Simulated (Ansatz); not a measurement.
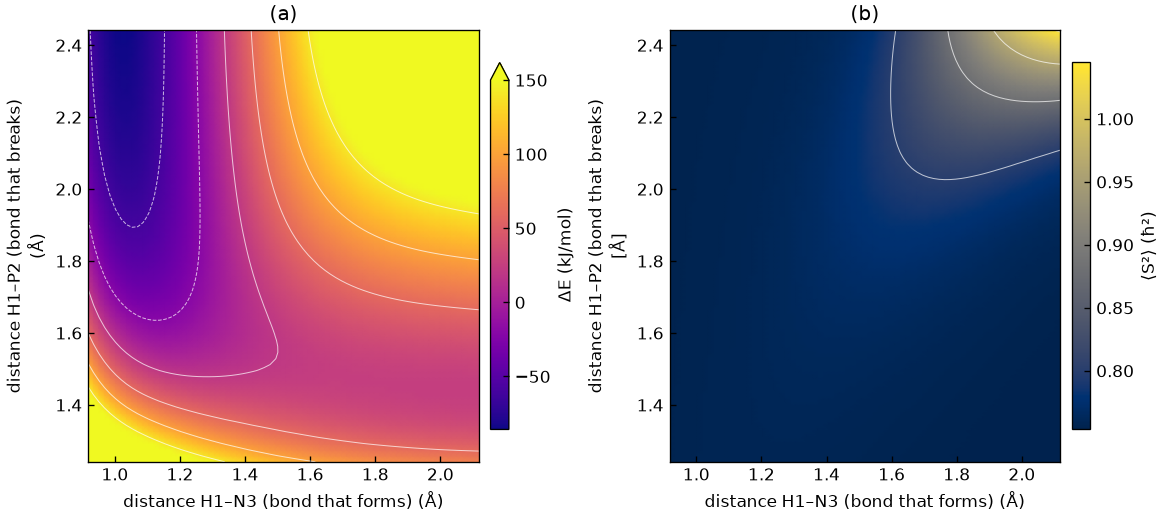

The reacting system H5NP (fragments H₃P + H₂N where the first distance is long, H₃N + H₂P where the second is long), spin multiplicity 2. 
- Coordinates scanned: (1) distance H1–N3 (bond that forms); (2) distance H1–P2 (bond that breaks).
- Relaxed at each point: all other coordinates.
- The scan uses a 9 × 9 grid.
- Points are written as (first, second).
- All energies are given in kJ/mol relative to a guessed transition structure relaxed with its forming and breaking bonds held.
- Theory: UKS PBE0-D4/def2-SVP in Ansatz.

Panel (a) is the energy; panel (b) is the computed ⟨S²⟩, in ħ².

The picture shows a smooth colour map with a few white contour lines, one colour for all values above the top of the scale. Between grid points the surface is interpolated.

How does the ⟨S²⟩ vary over the map, and what is it at the lowest grid point?

Leaving out the highest fifth of the energies, it runs from 0.75 ħ² at (2.118 Å, 1.242 Å) to 0.80 ħ² at (1.585 Å, 2.258 Å). At the lowest grid point, (1.007 Å, 2.442 Å), it is 0.76 ħ². That point lies on the edge of the scan.

```
second ↓, first →  0.918  1.007  1.130  1.270  1.423  1.585  1.756  1.934  2.118
            2.442   0.76   0.76   0.76   0.76   0.76   0.79   0.87   0.97   1.04
            2.258   0.76   0.76   0.76   0.76   0.77   0.80   0.85   0.88   0.89
            2.080   0.76   0.76   0.76   0.76   0.77   0.79   0.81   0.81   0.79
            1.909   0.76   0.76   0.76   0.76   0.77   0.78   0.78   0.77   0.76
            1.747   0.76   0.76   0.76   0.76   0.77   0.77   0.77   0.76   0.76
            1.594   0.76   0.76   0.76   0.76   0.76   0.76   0.76   0.76   0.75
            1.454   0.76   0.76   0.76   0.76   0.76   0.76   0.76   0.75   0.75
            1.331   0.76   0.76   0.76   0.76   0.76   0.76   0.76   0.75   0.75
            1.242   0.76   0.76   0.76   0.76   0.76   0.76   0.75   0.75   0.75
```
